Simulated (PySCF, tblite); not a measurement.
**C₄H₈N₂Si: geometry, infrared bands and NMR shifts**

Aim: predict the infrared bands and NMR shifts of C₄H₈N₂Si (`Cc1ccnn1[SiH3]`).

The runs use tblite 0.8.0 and PySCF 2.14.0, with density-fitted response routines of our own; the level of theory stands in each step. All values are computed, except where a source is named. Atoms are numbered from 0 throughout.

### Step 1. The starting structure

15 atoms, charge 0, multiplicity 1; geometry from: force field or distance geometry start.

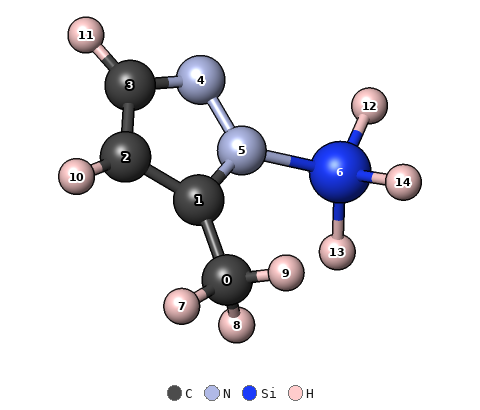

As it starts; carbon dark grey, nitrogen light blue, silicon blue, hydrogen pink, atoms numbered.

### Step 2. Relaxing the molecule with GFN2-xTB

What the job is given:

```
{"job": {"kind": "relax", "xc": "GFN2-xTB", "basis": "xTB"}, "charge": 0, "multiplicity": 1}
C     -0.120200     1.793400     0.214200
C      0.506900     0.462600     0.100100
C      1.857600     0.115100     0.207700
C      1.891300    -1.265800     0.022000
N      0.680700    -1.799800    -0.154200
N     -0.158300    -0.734500    -0.114100
Si    -1.909400    -0.941900    -0.323700
H      0.630700     2.576200     0.396400
H     -0.649800     2.050600    -0.708500
H     -0.840600     1.827400     1.054000
H      2.675800     0.787600     0.374300
H      2.750700    -1.930900     0.037500
H     -2.304600    -2.365500    -0.531000
H     -2.381800    -0.137500    -1.482400
H     -2.633400    -0.429000     0.885800
```

Run with:

```console
$ OMP_NUM_THREADS=1 python probes_run.py task.json out
```

This one command runs all jobs of the session in turn.

**Question.** This job is followed by: GFN2-xTB harmonic vibrations, gas phase; GIAO PBE0/pcSseg-1 NMR shielding, non-relativistic, gas phase. What will the session give for the following? strongest single infrared mode (GFN2-xTB); zero-point energy (GFN2-xTB); ¹³C shifts against TMS (PBE0/pcSseg-1); ¹H shifts against TMS (PBE0/pcSseg-1, means over atoms taken as alike); ¹⁵N shifts against NH3 (PBE0/pcSseg-1); ²⁹Si shifts against TMS (PBE0/pcSseg-1).

As calculated:

| quantity | value |
| --- | --- |
| strongest single infrared mode (GFN2-xTB) | 2236 cm⁻¹, 383 km/mol |
| zero-point energy (GFN2-xTB) | 69.2 kcal/mol |
| ¹³C shifts against TMS (PBE0/pcSseg-1) | 149.2, 146.9, 113.1, 13.7 ppm |
| ¹H shifts against TMS (PBE0/pcSseg-1, means over atoms taken as alike) | 7.63, 6.29, 5.23, 2.55 ppm |
| ¹⁵N shifts against NH3 (PBE0/pcSseg-1) | 363.1, 221.3 ppm |
| ²⁹Si shifts against TMS (PBE0/pcSseg-1) | -50.7 ppm |

Over 40 steps the energy fell by 0.189 eV; of the close pairs, Si6–H12 changed most, 1.492 to 1.451 Å. No mode is imaginary among the 39: a minimum at this level. The strongest single mode, at 2236 cm⁻¹, moves mainly H14 and H13. Unscaled tight-binding wavenumbers are off by several per cent, some by more. Its intensities can rank the bands wrongly. At PBE0/pcSseg-1: Shielding is most anisotropic at N4 (span 473 ppm, paramagnetic term -417 ppm). NICS(1)zz of -30 ppm above the planar ring from C1 marks a diatropic (aromatic) ring current.
